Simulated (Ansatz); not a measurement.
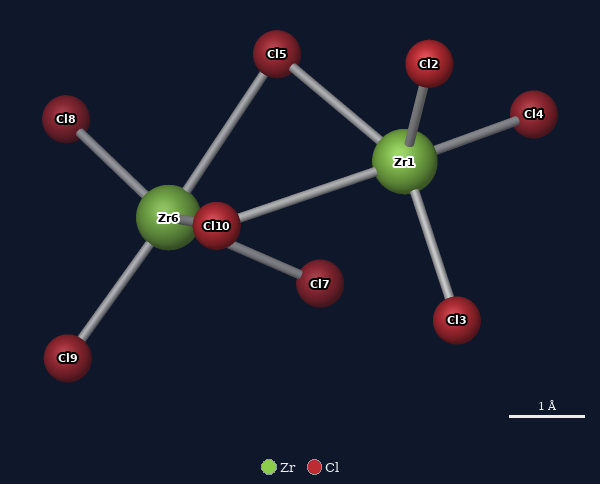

*The starting structure (ball-and-stick view, seen at a tilt; atoms are numbered from 1 in the order of the input). Sticks mark near contacts.*

Bond lengths as drawn: Cl–Zr 2.32 to 2.78 Å.

**Geometry relaxation of Zr$_{2}$Cl$_{8}$ (charge −1)**

The run: geometry relaxation of Zr$_{2}$Cl$_{8}$ (Zr2(Cl)8), charge −1, multiplicity 2. Method and program: UKS r2SCAN-D4/def2-SVP (Ansatz 0.2.0).

The geometry: r2SCAN-D4/def2-SVP start. Figures and captions count atoms from 1; the log counts them from 0 in places.

### Log
```
Functional definition: r2SCAN
  name "r2SCAN"
  cite "Furness, Kaplan, Ning, Perdew & Sun, J. Phys. Chem. Lett. 11, 8208 (2020) doi:10.1021/acs.jpclett.0c02405"
  cite "Furness, Kaplan, Ning, Perdew & Sun, J. Phys. Chem. Lett. 11, 9248 (2020) doi:10.1021/acs.jpclett.0c03077"
  parent r2scan
  parameter k0 = 0.174
  parameter k1 = 0.065
  parameter a1 = 4.9479
  exchange = r2scan_x(k0 = k0, k1 = k1, a1 = a1)
  correlation = r2scan_c
these checks for a lower state are left out or cut short: stability, starts, cluster_reference, orbital_swaps, neighbouring_geometries, increment
2116 factors; their error is unknown
mean field evaluation 1: about -102726.2382 eV, gradient 1.2e1 eV
mean field evaluation 2: about -102721.2635 eV, gradient 3.1e1 eV
mean field evaluation 4: about -102726.6091 eV, gradient 7.5e0 eV
mean field evaluation 8: about -102727.0017 eV, gradient 3.9e-1 eV
mean field evaluation 16: about -102726.8865 eV, gradient 1.2e-2 eV
mean field evaluation 32: about -102726.8865 eV, gradient 1.8e-5 eV
mean field -102726.88652387 eV, -3775.1434489678 hartree, gradient 5.7e-6 eV, S^2 0.753784; 0 other end points of the search recorded, 0 dependent functions left out
the calculation of the forces begins
reference -102726.88659066 eV, -3775.1434514223 hartree; 81, 80 occupied and 125, 126 virtual orbitals, 2116 factors
relax step   1: F+E_penalty+E_count = -102727.08130347 eV  Δ(F+E_penalty+E_count) = +0.000e0 eV  max|allowed force component| = 1.643e0 eV/Å  Δτ_max = 0.0000 Å  (26 SCF iters, accepted)
these checks for a lower state are left out or cut short: stability, starts, cluster_reference, orbital_swaps, neighbouring_geometries, increment
2116 factors; their error is unknown
mean field -102727.38494298 eV, -3775.1617655320 hartree, gradient 3.2e-6 eV, S^2 0.753433; 0 other end points of the search recorded, 0 dependent functions left out
[... from here on the field's lines of each further geometry are left out, up to the last ...]
relax step   2: F+E_penalty+E_count = -102727.56526493 eV  Δ(F+E_penalty+E_count) = -4.840e-1 eV  max|allowed force component| = 3.937e-1 eV/Å  Δτ_max = 0.1984 Å  (34 SCF iters, accepted)
relax step   3: F+E_penalty+E_count = -102727.56105333 eV  Δ(F+E_penalty+E_count) = +4.212e-3 eV  max|allowed force component| = 9.506e-1 eV/Å  Δτ_max = 0.1975 Å  (29 SCF iters, rejected (line search))
relax step   4: F+E_penalty+E_count = -102727.66161076 eV  Δ(F+E_penalty+E_count) = -9.635e-2 eV  max|allowed force component| = 2.751e-1 eV/Å  Δτ_max = 0.0962 Å  (22 SCF iters, accepted)
relax step   5: F+E_penalty+E_count = -102727.68905602 eV  Δ(F+E_penalty+E_count) = -2.745e-2 eV  max|allowed force component| = 5.993e-2 eV/Å  Δτ_max = 0.0995 Å  (22 SCF iters, accepted)
relax step   6: F+E_penalty+E_count = -102727.70314004 eV  Δ(F+E_penalty+E_count) = -1.408e-2 eV  max|allowed force component| = 5.423e-2 eV/Å  Δτ_max = 0.1498 Å  (26 SCF iters, accepted)
relax step   7: F+E_penalty+E_count = -102727.71105481 eV  Δ(F+E_penalty+E_count) = -7.915e-3 eV  max|allowed force component| = 1.283e-1 eV/Å  Δτ_max = 0.1998 Å  (29 SCF iters, accepted)
relax step   8: F+E_penalty+E_count = -102727.70783827 eV  Δ(F+E_penalty+E_count) = +3.217e-3 eV  max|allowed force component| = 2.247e-1 eV/Å  Δτ_max = 0.1999 Å  (29 SCF iters, rejected (line search))
relax step   9: F+E_penalty+E_count = -102727.71899226 eV  Δ(F+E_penalty+E_count) = -7.937e-3 eV  max|allowed force component| = 1.550e-2 eV/Å  Δτ_max = 0.0954 Å  (21 SCF iters, accepted)
relax step  10: F+E_penalty+E_count = -102727.71928154 eV  Δ(F+E_penalty+E_count) = -2.893e-4 eV  max|allowed force component| = 4.506e-2 eV/Å  Δτ_max = 0.0580 Å  (22 SCF iters, accepted)
the calculation of the forces begins
reference -102727.53427172 eV, -3775.1672532622 hartree; 81, 80 occupied and 125, 126 virtual orbitals, 2116 factors
relax step  11: F+E_penalty+E_count = -102727.71918363 eV  Δ(F+E_penalty+E_count) = +9.791e-5 eV  max|allowed force component| = 3.605e-2 eV/Å  Δτ_max = 0.0093 Å  (25 SCF iters, rejected (line search))
these checks for a lower state are left out or cut short: stability, starts, cluster_reference, orbital_swaps, neighbouring_geometries, increment
2116 factors; their error is unknown
mean field -102727.53437684 eV, -3775.1672571251 hartree, gradient 2.7e-6 eV, S^2 0.752760; 0 other end points of the search recorded, 0 dependent functions left out
the calculation of the forces begins
reference -102727.53444228 eV, -3775.1672595302 hartree; 81, 80 occupied and 125, 126 virtual orbitals, 2116 factors
relax step  12: F+E_penalty+E_count = -102727.71948302 eV  Δ(F+E_penalty+E_count) = -2.015e-4 eV  max|allowed force component| = 7.388e-3 eV/Å  Δτ_max = 0.0045 Å  (17 SCF iters, accepted)
```

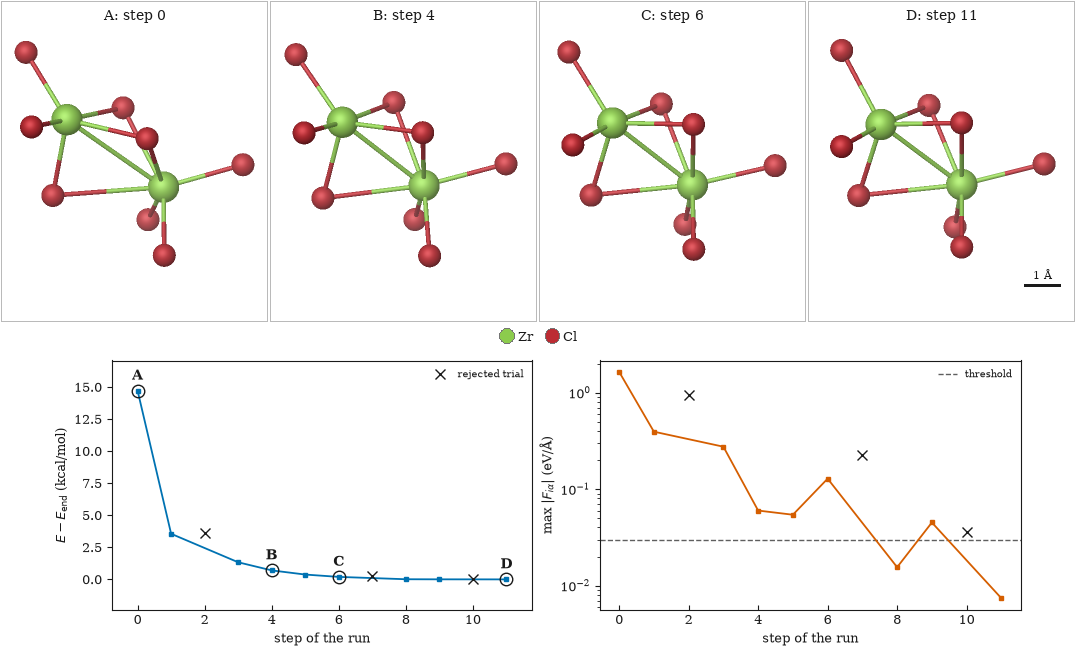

*Frames of the relaxation (ball-and-stick view, seen at a tilt) above the curves, on which the letters mark them (the first geometry is step 0 here and step 1 in the log).*

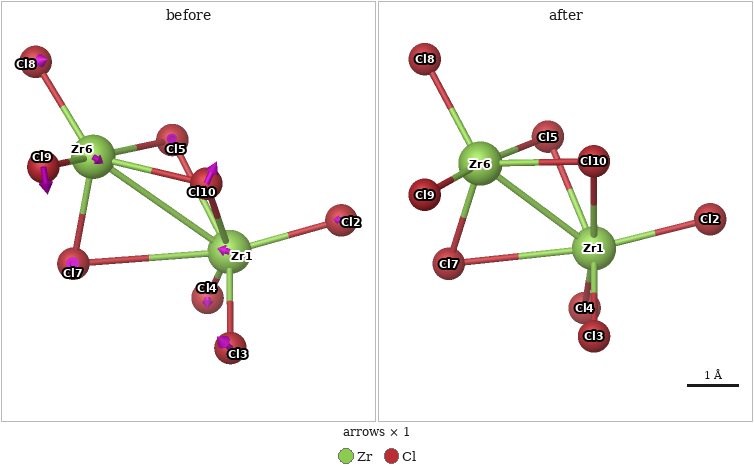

*Before (left) and after (right) the relaxation, at one scale (ball-and-stick view, seen at a tilt). The pink arrows give the displacements, at true length.*

After 11 geometry steps the energy has fallen by 14.7 kcal/mol. Largest force component: 1.6 eV/Å at the start, 0.0074 eV/Å at the end. The line search rejected the trial steps at points 2, 7, 10 (counted from 0) and went back. Cl9 moves most after the best rigid fit: 0.57 Å. By element the largest moves are Cl 0.57 Å, Zr 0.26 Å. Among the contacts that change: Zr1–Zr6 3.630 → 3.152 Å, Zr1–Cl7 3.160 → 2.912 Å, Zr1–Cl10 2.781 → 2.911 Å, Zr6–Cl7 2.374 → 2.446 Å. Among the angles that change: Cl7–Zr6–Cl10 96.0° → 116.8°, Cl8–Zr6–Cl10 137.5° → 118.9°, Zr1–Cl10–Zr6 87.1° → 71.5°. (Atoms are counted from 1 in the order of the input.)

```
Total energy: -102727.71954847 eV, -3775.1740620570 hartree
Atom 0 at    -0.874961    -0.504561    -1.092607 Å, force     0.000686    -0.000287    -0.001863 eV/Å
Atom 1 at    -3.196946    -0.035761    -1.393988 Å, force    -0.003456    -0.001170    -0.000231 eV/Å
Atom 2 at     0.158120     0.832744    -2.781067 Å, force    -0.000354     0.000534    -0.002539 eV/Å
Atom 3 at    -0.844698    -2.689298    -2.056172 Å, force    -0.000231    -0.002206    -0.001115 eV/Å
Atom 4 at    -1.040974    -1.262061     1.341510 Å, force     0.000444     0.001916    -0.001062 eV/Å
Atom 5 at     0.954622     0.534380     1.253947 Å, force     0.001021    -0.001095    -0.000745 eV/Å
Atom 6 at     1.872410    -1.091139    -0.326961 Å, force    -0.001453    -0.000865    -0.000655 eV/Å
Atom 7 at     1.115664     0.102561     3.608198 Å, force     0.002233    -0.000897     0.007388 eV/Å
Atom 8 at     2.703427     2.140827     1.010226 Å, force     0.001476     0.002116     0.002154 eV/Å
Atom 9 at    -0.846674     1.972286     0.436926 Å, force    -0.000365     0.001955    -0.001332 eV/Å
Dipole moment:     0.134836     0.058867     0.244203 e Å
Checks for a lower state left out: stability, starts, cluster_reference, orbital_swaps, neighbouring_geometries, increment
```

### Trajectory as extended XYZ (Å, eV, eV/Å), 12 frames, from step=1 to step=12
```
10
Properties=species:S:1:pos:R:3:forces:R:3 step=1 energy=-102727.08130
Zr   -1.0860   -0.4990   -1.2468    1.5058   0.7589   1.6430
Cl   -3.3438   -0.0270   -1.4694   -0.8633   0.1163  -0.0802
Cl   -0.0934    0.5588   -3.0818    0.2511   0.2137  -0.6382
Cl   -0.9287   -2.7361   -1.8698   -0.0917  -0.8805  -0.3849
Cl   -0.9851   -1.0708    1.2594   -0.4338  -0.3790   0.1895
Zr    1.1029    0.5527    1.4509   -0.8682  -0.2010  -0.5667
Cl    1.9339   -0.7487   -0.3521    0.3588  -0.6420  -0.7639
Cl    1.2886   -0.2118    3.6536    0.1053  -0.3757   0.9034
Cl    2.6215    2.3191    1.5514    0.6096   0.7665   0.0627
Cl   -0.5098    1.8628    0.1046   -0.5736   0.6229  -0.3648
10
Properties=species:S:1:pos:R:3:forces:R:3 step=2 energy=-102727.56526
Zr   -0.9442   -0.4475   -1.1179    0.2603  -0.0811  -0.1706
Cl   -3.2890   -0.0285   -1.4275    0.2835  -0.0012   0.1249
Cl   -0.0490    0.5645   -3.0997   -0.0290  -0.0333   0.0836
Cl   -0.9296   -2.7376   -1.8762    0.0051   0.2577   0.1158
Cl   -1.0741   -1.1564    1.3464    0.1476   0.2407   0.0865
Zr    1.0347    0.5373    1.3672   -0.3937  -0.0882  -0.3178
Cl    1.9550   -0.8308   -0.4434   -0.1318   0.0650   0.1541
Cl    1.2793   -0.2427    3.6490   -0.0272   0.0771  -0.2707
Cl    2.6195    2.3465    1.5349   -0.1687  -0.2145  -0.0950
Cl   -0.6025    1.9952    0.0672    0.0538  -0.2221   0.2892
10
Properties=species:S:1:pos:R:3:forces:R:3 step=3 energy=-102727.56105 accepted=F
Zr   -0.8199   -0.4147   -1.0421   -0.5404  -0.3803  -0.9506
Cl   -3.1523    0.0283   -1.3013   -0.0664  -0.0274  -0.0464
Cl    0.0652    0.5965   -3.0227   -0.0210   0.0965  -0.0626
Cl   -0.8174   -2.6946   -1.7829   -0.0537  -0.0221   0.0097
Cl   -1.1197   -1.1437    1.4078    0.1084   0.1731  -0.0970
Zr    0.9361    0.4933    1.2448    0.1489   0.2778   0.6578
Cl    1.9069   -0.8950   -0.5100    0.0196   0.0549   0.2566
Cl    1.1930   -0.2853    3.5093    0.1609   0.0988   0.0007
Cl    2.5261    2.2825    1.3731    0.0234  -0.0507  -0.0619
Cl   -0.7180    2.0328    0.1240    0.2203  -0.2206   0.2937
10
Properties=species:S:1:pos:R:3:forces:R:3 step=4 energy=-102727.66161
Zr   -0.8903   -0.4392   -1.1129    0.1917  -0.0326  -0.0986
Cl   -3.2224   -0.0064   -1.3771    0.0151   0.0067   0.0180
Cl   -0.0029    0.5807   -3.0851    0.0055   0.0533  -0.0168
Cl   -0.8850   -2.7196   -1.8436   -0.0153   0.0139   0.0251
Cl   -1.0830   -1.1229    1.3615    0.0136   0.0490   0.1026
Zr    0.9885    0.5189    1.3292   -0.2751  -0.0096  -0.1381
Cl    1.9181   -0.8599   -0.4478    0.0102  -0.0308   0.0316
Cl    1.2593   -0.2491    3.5930    0.0315   0.0174  -0.0141
Cl    2.5760    2.3089    1.4577    0.0041  -0.0330  -0.0608
Cl   -0.6583    1.9885    0.1252    0.0187  -0.0343   0.1511
10
Properties=species:S:1:pos:R:3:forces:R:3 step=5 energy=-102727.68906
Zr   -0.8557   -0.4430   -1.1229    0.0421  -0.0006   0.0511
Cl   -3.1864   -0.0098   -1.3898   -0.0318   0.0013  -0.0132
Cl    0.0325    0.6318   -3.0611    0.0177   0.0472  -0.0204
Cl   -0.8679   -2.7197   -1.8451   -0.0019  -0.0362  -0.0075
Cl   -1.1031   -1.1137    1.3812   -0.0085  -0.0060  -0.0100
Zr    0.9460    0.5137    1.3220   -0.0132   0.0599  -0.0348
Cl    1.8942   -0.8957   -0.4259    0.0011  -0.0214   0.0180
Cl    1.2800   -0.2298    3.5859   -0.0039   0.0145  -0.0060
Cl    2.5749    2.2735    1.3647   -0.0126  -0.0361  -0.0318
Cl   -0.7144    1.9927    0.1909    0.0110  -0.0226   0.0547
10
Properties=species:S:1:pos:R:3:forces:R:3 step=6 energy=-102727.70314
Zr   -0.8512   -0.4584   -1.1125   -0.0164   0.0013  -0.0085
Cl   -3.1814   -0.0315   -1.4164   -0.0124   0.0058   0.0015
Cl    0.0828    0.7154   -2.9738    0.0038   0.0053   0.0142
Cl   -0.8599   -2.7154   -1.8975    0.0096  -0.0098  -0.0108
Cl   -1.0934   -1.1483    1.3736   -0.0177  -0.0252   0.0050
Zr    0.9318    0.5309    1.3112    0.0531   0.0117  -0.0542
Cl    1.8676   -0.9587   -0.3822    0.0063  -0.0050   0.0105
Cl    1.2614   -0.1466    3.5931   -0.0298   0.0188   0.0186
Cl    2.6226    2.2230    1.2320   -0.0103  -0.0026  -0.0142
Cl   -0.7804    1.9897    0.2725    0.0138  -0.0003   0.0380
10
Properties=species:S:1:pos:R:3:forces:R:3 step=7 energy=-102727.71106
Zr   -0.8569   -0.4817   -1.0966   -0.0070   0.0029  -0.1283
Cl   -3.1846   -0.0538   -1.4386    0.0280   0.0132   0.0233
Cl    0.1481    0.8173   -2.8488   -0.0642  -0.0885   0.1166
Cl   -0.8435   -2.7061   -1.9792    0.0125   0.0565   0.0061
Cl   -1.0728   -1.2069    1.3625   -0.0127   0.0039  -0.0131
Zr    0.9288    0.5471    1.2884    0.1277   0.0198  -0.0702
Cl    1.8431   -1.0440   -0.3350   -0.0054   0.0302   0.0259
Cl    1.2043   -0.0205    3.6070   -0.0301   0.0388  -0.0202
Cl    2.6850    2.1609    1.0527   -0.0952  -0.0518   0.0324
Cl   -0.8516    1.9876    0.3877    0.0463  -0.0249   0.0273
10
Properties=species:S:1:pos:R:3:forces:R:3 step=8 energy=-102727.70784 accepted=F
Zr   -0.8941   -0.4960   -1.0941   -0.0038  -0.0421   0.0858
Cl   -3.2130   -0.0188   -1.3823   -0.0287   0.0154  -0.0037
Cl    0.1456    0.8117   -2.7879    0.0548   0.0825  -0.0955
Cl   -0.8546   -2.6850   -2.0356   -0.0192  -0.0535  -0.0430
Cl   -1.0350   -1.2707    1.3270    0.0546  -0.0175   0.0145
Zr    0.9928    0.5010    1.2272   -0.1828   0.0925   0.2247
Cl    1.9120   -1.0987   -0.3606    0.0305  -0.0433  -0.0072
Cl    1.0752    0.1321    3.6034    0.0357  -0.0339  -0.0794
Cl    2.6855    2.1700    1.0580    0.0794   0.0012  -0.0500
Cl   -0.8142    1.9544    0.4448   -0.0206  -0.0010  -0.0462
10
Properties=species:S:1:pos:R:3:forces:R:3 step=9 energy=-102727.71899
Zr   -0.8720   -0.4967   -1.0971    0.0053  -0.0037   0.0155
Cl   -3.1944   -0.0372   -1.4084   -0.0075   0.0056   0.0052
Cl    0.1486    0.8156   -2.8125   -0.0010   0.0023  -0.0019
Cl   -0.8490   -2.6975   -2.0242    0.0023  -0.0011  -0.0068
Cl   -1.0517   -1.2407    1.3474    0.0019  -0.0005  -0.0078
Zr    0.9512    0.5348    1.2635   -0.0036  -0.0017   0.0030
Cl    1.8678   -1.0695   -0.3373    0.0079  -0.0051  -0.0007
Cl    1.1480    0.0565    3.6076   -0.0078   0.0057  -0.0020
Cl    2.6895    2.1574    1.0462    0.0036  -0.0002  -0.0038
Cl   -0.8380    1.9772    0.4149   -0.0012  -0.0012  -0.0009
10
Properties=species:S:1:pos:R:3:forces:R:3 step=10 energy=-102727.71928
Zr   -0.8742   -0.5055   -1.0909   -0.0140  -0.0056  -0.0441
Cl   -3.1955   -0.0322   -1.3938    0.0027  -0.0075   0.0006
Cl    0.1579    0.8340   -2.7801   -0.0028  -0.0087   0.0118
Cl   -0.8439   -2.6909   -2.0566   -0.0006   0.0156   0.0070
Cl   -1.0415   -1.2643    1.3403    0.0069   0.0053   0.0063
Zr    0.9541    0.5347    1.2515    0.0047   0.0035   0.0451
Cl    1.8745   -1.0927   -0.3262   -0.0087   0.0038   0.0018
Cl    1.1151    0.1042    3.6091   -0.0015   0.0049  -0.0322
Cl    2.7042    2.1398    1.0076   -0.0044   0.0002   0.0009
Cl   -0.8506    1.9728    0.4390    0.0177  -0.0113   0.0029
10
Properties=species:S:1:pos:R:3:forces:R:3 step=11 energy=-102727.71918 accepted=F
Zr   -0.8780   -0.5047   -1.0965    0.0360   0.0168   0.0258
Cl   -3.2011   -0.0377   -1.3946    0.0034  -0.0008  -0.0005
Cl    0.1559    0.8313   -2.7863   -0.0057  -0.0055   0.0023
Cl   -0.8468   -2.6910   -2.0576   -0.0014   0.0058   0.0006
Cl   -1.0382   -1.2596    1.3379   -0.0124  -0.0087   0.0174
Zr    0.9580    0.5355    1.2591   -0.0261  -0.0143  -0.0360
Cl    1.8706   -1.0896   -0.3250    0.0096  -0.0008  -0.0074
Cl    1.1173    0.1010    3.6141    0.0001   0.0011  -0.0061
Cl    2.7050    2.1439    1.0142    0.0011  -0.0019   0.0054
Cl   -0.8427    1.9708    0.4346   -0.0046   0.0083  -0.0015
10
Properties=species:S:1:pos:R:3:forces:R:3 step=12 energy=-102727.71948
Zr   -0.8750   -0.5046   -1.0926    0.0007  -0.0003  -0.0019
Cl   -3.1969   -0.0358   -1.3940   -0.0035  -0.0012  -0.0002
Cl    0.1581    0.8327   -2.7811   -0.0004   0.0005  -0.0025
Cl   -0.8447   -2.6893   -2.0562   -0.0002  -0.0022  -0.0011
Cl   -1.0410   -1.2621    1.3415    0.0004   0.0019  -0.0011
Zr    0.9546    0.5344    1.2539    0.0010  -0.0011  -0.0007
Cl    1.8724   -1.0911   -0.3270   -0.0015  -0.0009  -0.0007
Cl    1.1157    0.1026    3.6082    0.0022  -0.0009   0.0074
Cl    2.7034    2.1408    1.0102    0.0015   0.0021   0.0022
Cl   -0.8467    1.9723    0.4369   -0.0004   0.0020  -0.0013
```

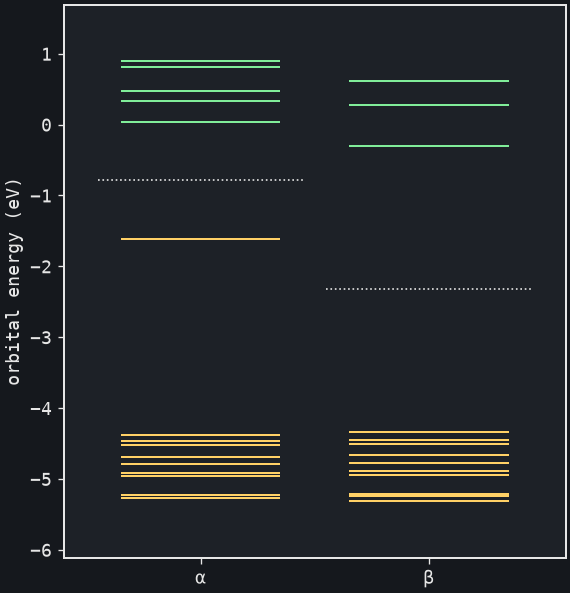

*Orbital energies near the frontier for α and β spins; the dotted line parts filled from empty levels, and levels within 0.02 eV of each other stand side by side.*

α: highest filled −1.61 eV, lowest empty 0.04 eV, 1.65 eV apart; β: highest filled −4.34 eV, lowest empty −0.30 eV, 4.04 eV apart.

The run was set up as follows.

### The input
```yaml
crystal:
  periodic: [false, false, false]
  atoms:
    - {symbol: Zr, position_ang: [-1.086006, -0.498972, -1.246836]}
    - {symbol: Cl, position_ang: [-3.343840, -0.026976, -1.469389]}
    - {symbol: Cl, position_ang: [-0.093435, 0.558831, -3.081793]}
    - {symbol: Cl, position_ang: [-0.928728, -2.736149, -1.869808]}
    - {symbol: Cl, position_ang: [-0.985075, -1.070774, 1.259366]}
    - {symbol: Zr, position_ang: [1.102893, 0.552676, 1.450928]}
    - {symbol: Cl, position_ang: [1.933882, -0.748701, -0.352109]}
    - {symbol: Cl, position_ang: [1.288639, -0.211790, 3.653645]}
    - {symbol: Cl, position_ang: [2.621476, 2.319067, 1.551447]}
    - {symbol: Cl, position_ang: [-0.509816, 1.862767, 0.104560]}
basis:
  gaussian: {orbitals: def2-SVP}
total_charge: -1
magnetization: {spin_polarized: true, initial_magnetization: 1}
hamiltonian: {xc: r2scan, dispersion: d4}
scf: {lower_state_search: "off"}
output: {orbitals: {seedname: orbitals}}
relax: {f_tol: 0.03, max_steps: 70}
```

Command:
```bash
ansatz run in.yaml --threads 2 --pin off --events-out ev --progress --plain --max-ram 32768MiB --backend cuda --devices 0, --max-vram 18GiB
```

### Summary

```tsv
quantity	value
outcome	converged
total energy	−102727.7195 eV
mean-field energy	−102727.5344 eV
dispersion energy	−0.1851 eV
⟨S²⟩	0.753
HOMO (either spin)	−1.61 eV
LUMO (either spin)	−0.30 eV
largest force (length of the vector) at the end	0.008 eV/Å
hardware	2 CPU threads, shared host
wall time	60 s (CPU time 53 s)
peak memory	0.94 GiB
```
